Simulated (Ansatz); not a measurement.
Consider this structure, W.

```yaml
crystal:
  lattice:
    - [3.16000, 0.00000, 0.00000]
    - [0.00000, 3.16000, 0.00000]
    - [0.00000, 0.00000, 3.16000]
  atoms:
    - { symbol: W, position: [0.00000, 0.00000, 0.00000] }
    - { symbol: W, position: [0.50000, 0.50000, 0.50000] }
```

Basis of the simulation: the input geometry of an electronic-structure calculation (not necessarily at equilibrium).

Question: Where will the first 2 clear peaks of its X-ray PDF lie (peak width σ = 0.15 Å), and from which pairs do they come?

Answer: 1. 2.74 Å: W–W at 2.74 Å
2. 3.14 Å: W–W at 3.16 Å

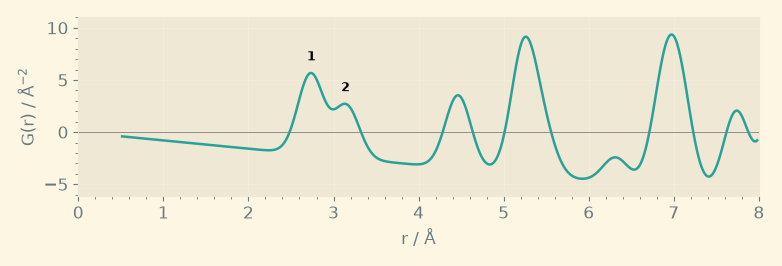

Computed X-ray G(r), with each pair weighted by the product of the atomic numbers (X-ray weights at Q = 0) and a uniform peak width σ = 0.15 Å, damped by exp(−(Q_damp r)²/2) with Q_damp = 0.040 Å⁻¹. There is no Q-range truncation.
